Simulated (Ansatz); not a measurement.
Ca3SnH2 (space group Cmcm)

Space group Cmcm (No. 63); a = 8.848 Å, b = 11.362 Å, c = 5.235 Å, α = 90.00°, β = 90.00°, γ = 90.00°

| atom | site | symmetry | x | y | z |
|---|---|---|---|---|---|
| Ca | 4c | m2m | 0.0000 | 0.1094 | 0.2500 |
| Ca | 8g | ..m | 0.2028 | 0.3891 | 0.2500 |
| Sn | 4c | m2m | 0.0000 | 0.6932 | 0.2500 |
| H | 8e | 2.. | 0.1516 | 0.0000 | 0.0000 |
(The calculation used a cell of 12 atoms; values per cell refer to that cell.)

E(V) scan at fixed shape, V₀ the volume above. The atoms relax within the cell's symmetry.

Level of theory: r2SCAN (plane waves to 500 eV, PAW, scalar-relativistic; Ansatz, a quantum-chemistry and plane-wave program). k mesh 4×4×5 (Γ-centred), Fermi-Dirac smearing 0.05 eV. Energies are smeared free energies. With the shape held, the modulus is that of even scaling; a crystal free to change shape is softer. Ca3SnH2 was relaxed with its symmetry unable to fall. ΔE is measured from the relaxed starting cell.

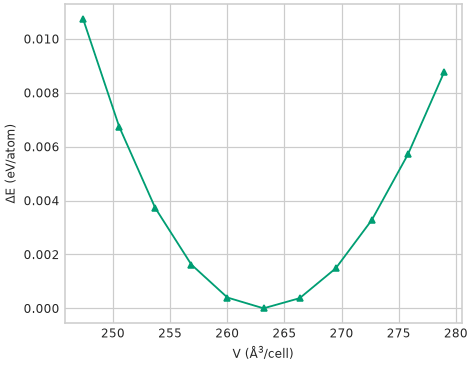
Fig. 1. ΔE (eV/atom) against V (Å³/cell); markers are the computed points, lines only join them.

The bulk modulus at fixed cell shape B₀ (third-order Birch-Murnaghan fit) is 39.3 GPa and the equilibrium volume of the fit is 21.93 Å³/atom. The pressure for 5 % compression (fit) comes out as 2.2 GPa and the pressure at the smallest volume is 2.75 GPa. The pressure derivative B₀′ (fit) comes out as 4.0.

P = (3B₀/2)(x⁷ − x⁵)[1 + ¾(B₀′ − 4)(x² − 1)] with x = (1/0.95)^(1/3), B₀ = 39.3 GPa and B₀′ = 3.99.

(A scan under strain: stresses follow from slopes of the energy per volume, elastic moduli from its curvatures.)
